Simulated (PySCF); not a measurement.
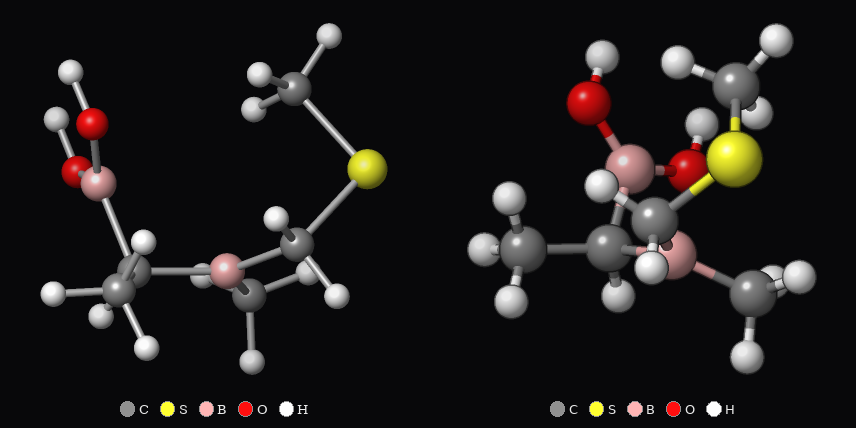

Both panels show the same species.

Computed geometry: GFN2-xTB optimisation. No frequency run is at hand to confirm it as a minimum.

Identify the structure.

The molecule is C5H14B2O2S. Its SMILES string is `CSCB(C)[C@@H](C)B(O)O`. It has no ring. Among its groups: thioether. The point group is C1. Coordination: 5 C tetrahedral; 1 S bent; 2 B trigonal planar; 2 O bent.

More results for the same structure follow; atom numbers are the same in all pictures, views and colours differ.

### Geometry

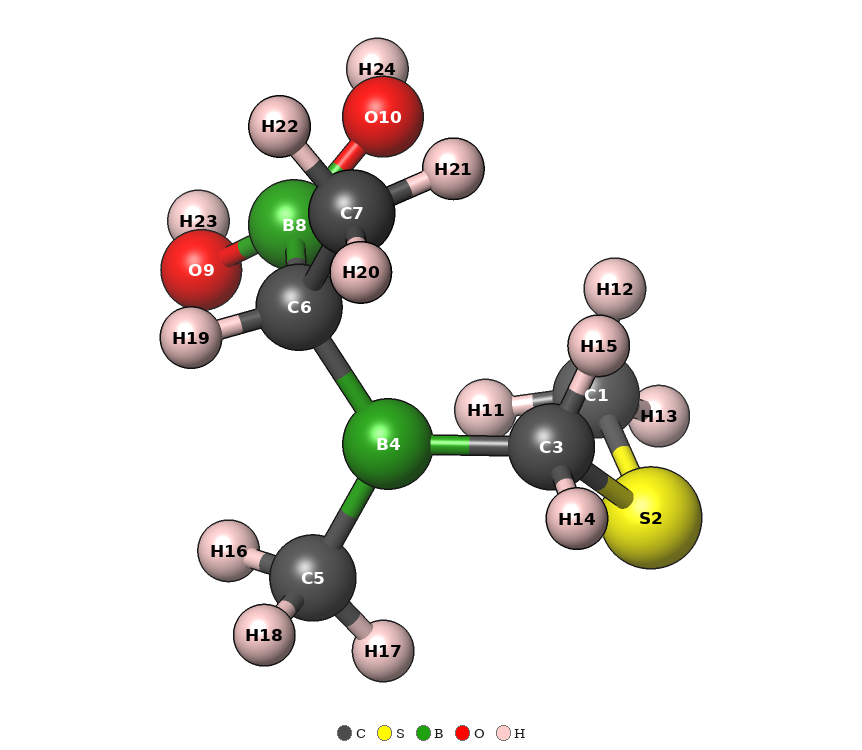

Atoms carry their numbers in the input. No frequency run is at hand to confirm it as a minimum.

What are the angles C1–S2–C3, S2–C1–H12, S2–C3–B4, C3–B4–C6, B4–C5–H18, B4–C6–C7, B4–C6–B8, C6–C7–H21, C6–B8–O9, C7–C6–B8, B8–C6–H19, O9–B8–O10?

| angle | degrees |
| --- | --- |
| C1–S2–C3 | 99.1 |
| S2–C1–H12 | 109.1 |
| S2–C3–B4 | 112.8 |
| C3–B4–C6 | 121.0 |
| B4–C5–H18 | 109.0 |
| B4–C6–C7 | 115.8 |
| B4–C6–B8 | 105.7 |
| C6–C7–H21 | 110.7 |
| C6–B8–O9 | 117.9 |
| C7–C6–B8 | 111.8 |
| B8–C6–H19 | 106.0 |
| O9–B8–O10 | 123.0 |

### Quadrupole coupling

No frequency run is at hand to confirm it as a minimum. Electric field gradients from the ground-state density, PBE0/pcSseg-1 (PySCF 2.14.0), non-relativistic apart from any core potentials.

Give the largest field-gradient component, the quadrupole coupling constant and the asymmetry for 33S at S2 (Q = −67.81 mb), 11B at B4 (Q = 40.59 mb), 11B at B8 (Q = 40.59 mb), 17O at O9 (Q = −25.6 mb), 17O at O10 (Q = −25.6 mb), 2H at H11 (Q = 2.86 mb), 2H at H12 (Q = 2.86 mb), 2H at H13 (Q = 2.86 mb), 2H at H14 (Q = 2.86 mb).

```
atom  V_zz (a.u.)  e²qQ/h (MHz)     η
  S2       −3.232          51.5  0.55
  B4        0.572          5.46  0.07
  B8        0.342          3.27  0.44
  O9        1.474         −8.87  0.13
 O10        1.477         −8.88  0.12
 H11        0.312         0.210  0.02
 H12        0.312         0.210  0.03
 H13        0.319         0.214  0.04
 H14        0.313         0.211  0.05
```

### NMR shielding

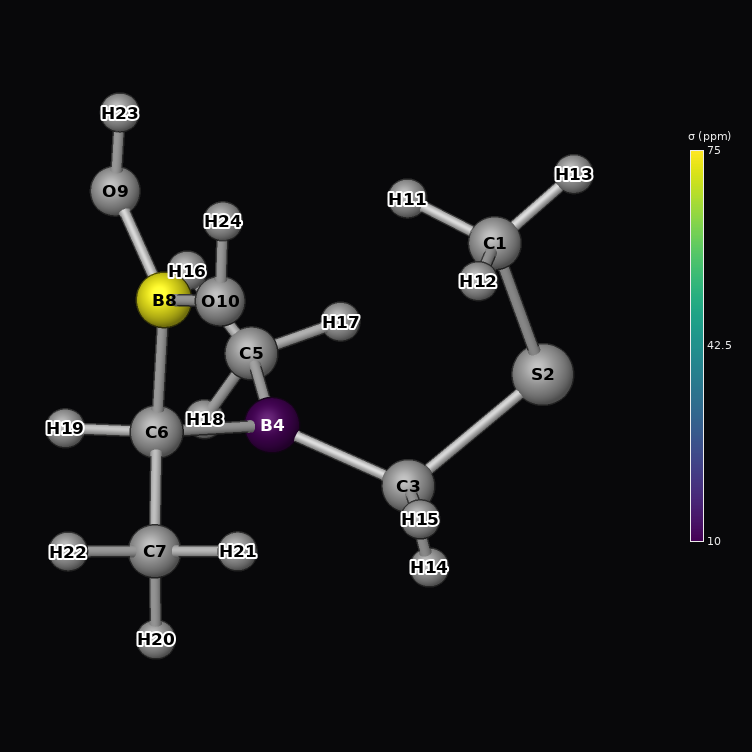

Atoms are coloured by their isotropic NMR shieldings (B only, the others grey). No frequency run is at hand to confirm it as a minimum. Method: GIAO PBE0/pcSseg-1 NMR shielding, non-relativistic, gas phase (PySCF 2.14.0).

List the isotropic NMR shieldings of the B atoms.

```tsv
atom	σ (ppm)
B4	10.5
B8	72.7
```

### Charges

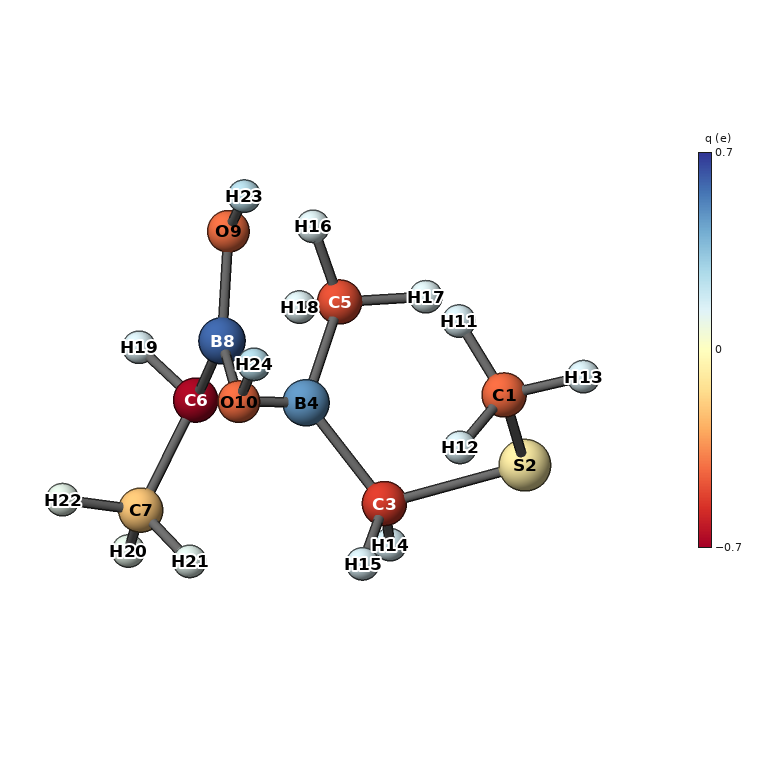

Atoms are coloured by their Mulliken charges. No frequency run is at hand to confirm it as a minimum. Properties computed with PBE0/pcSseg-1, gas phase (PySCF 2.14.0).

Question: Which atom carries the highest charge (most positive or least negative)?

Answer: B8 (0.58 e).

Question: And the lowest?

Answer: C6 (−0.67 e).

Give the Mulliken charges atom by atom.

```
atom  value (e)
  C1      −0.42
  S2      −0.07
  C3      −0.52
  B4       0.47
  C5      −0.48
  C6      −0.67
  C7      −0.21
  B8       0.58
  O9      −0.41
 O10      −0.41
 H11       0.15
 H12       0.15
 H13       0.15
 H14       0.17
 H15       0.16
 H16       0.14
 H17       0.14
 H18       0.13
 H19       0.14
 H20       0.10
 H21       0.12
 H22       0.10
 H23       0.24
 H24       0.24
```

Mulliken values depend strongly on the basis set and can even reverse the polarity of a bond. The geometry is semi-empirical. Around B such bond lengths and angles can be off by a tenth of an ångström or more and by several degrees, and values that hang on the shape move with them.
